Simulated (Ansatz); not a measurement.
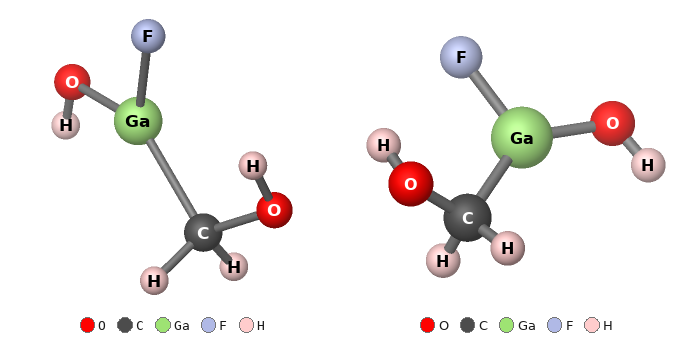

Two views of one molecule.

Computed geometry: PBE0-D4/def2-TZVP optimisation. No frequency run is at hand to confirm it as a minimum.

Question: Count the atoms of each element.

Answer: CH₄FGaO₂, 9 atoms: 1 carbon, 4 hydrogen, 1 fluorine, 1 gallium and 2 oxygen.

Question: What is the point group of this geometry?

Answer: C1.

More results for the same structure follow; atom numbers are the same in all pictures, views and colours differ.

Geometry

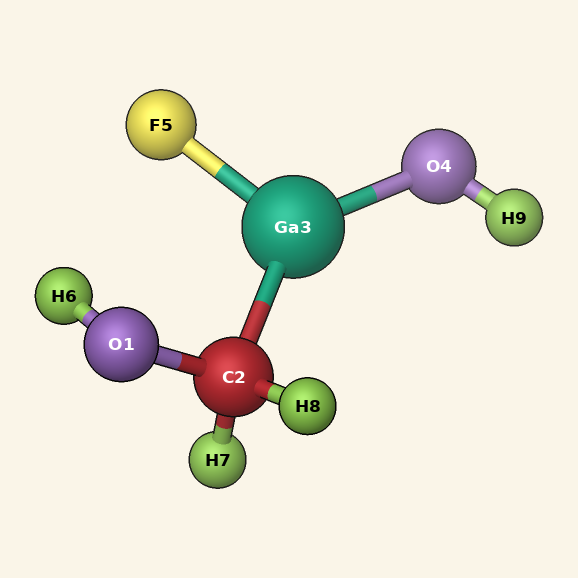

No frequency run is at hand to confirm it as a minimum.

Question: How are the neighbours of atom 3 arranged?

Answer: Ga3 has 3 neighbours (C2 at 1.98, O4 at 1.77, F5 at 1.76 Å); the arrangement is trigonal planar.

Question: Describe the coordination of atom 4.

Answer: O4 has 2 neighbours (Ga3 at 1.77, H9 at 0.96 Å); the arrangement is bent.

Question: Describe the coordination of atom 2.

Answer: C2 has 4 neighbours (O1 at 1.41, Ga3 at 1.98, H7 at 1.10, H8 at 1.09 Å); the arrangement is tetrahedral.

Question: Describe the coordination of atom 1.

Answer: O1 has 2 neighbours (C2 at 1.41, H6 at 0.96 Å); the arrangement is bent.

Question: What is the dihedral angle O1–C2–Ga3–O4?

Answer: 154° in size, that is anti.

Dipole moment

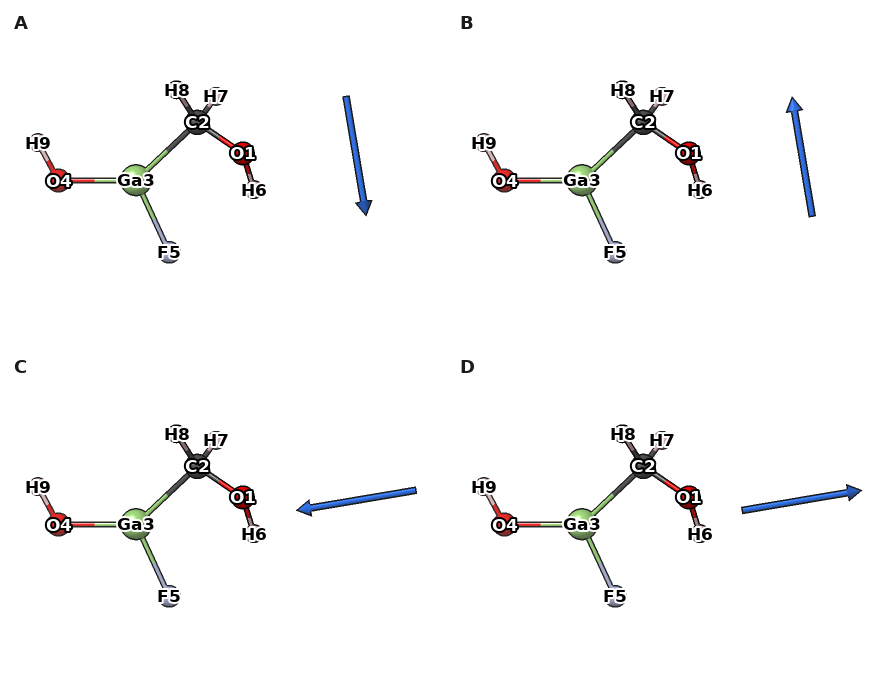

The same molecule four times, each with an arrow. No frequency run is at hand to confirm it as a minimum. Method: RKS B3LYP-D4/def2-TZVPP (Ansatz 0.2.0).

Question: Which arrow points along the dipole moment, from the negative to the positive end?

Answer: B. The dipole moment is 3.35 D; it points from the side of F5 to the side of H8 (the outermost atoms at the two ends).

Electronic properties

No frequency run is at hand to confirm it as a minimum. Method: RKS ωB97X-V/def2-TZVPP (Ansatz 0.2.0).

Question: Give the LUMO energy (Kohn–Sham orbital) at this level.

Answer: 1.28 eV.

Question: Estimate the HOMO energy (Kohn–Sham orbital).

Answer: −10.12 eV.

Charges

The questions are on Mulliken charges. No frequency run is at hand to confirm it as a minimum. Method: RKS B3LYP-D4/def2-TZVPP (Ansatz 0.2.0).

Question: Which atom carries the highest charge (most positive or least negative)?

Answer: Ga3 (0.67 e).

Question: And the lowest?

Answer: F5 (−0.41 e).

Give the Mulliken charges atom by atom.

```
atom  value (e)
  O1      −0.33
  C2      −0.13
 Ga3       0.67
  O4      −0.38
  F5      −0.41
  H6       0.20
  H7       0.10
  H8       0.11
  H9       0.17
```

Mulliken values depend strongly on the basis set and can even reverse the polarity of a bond.
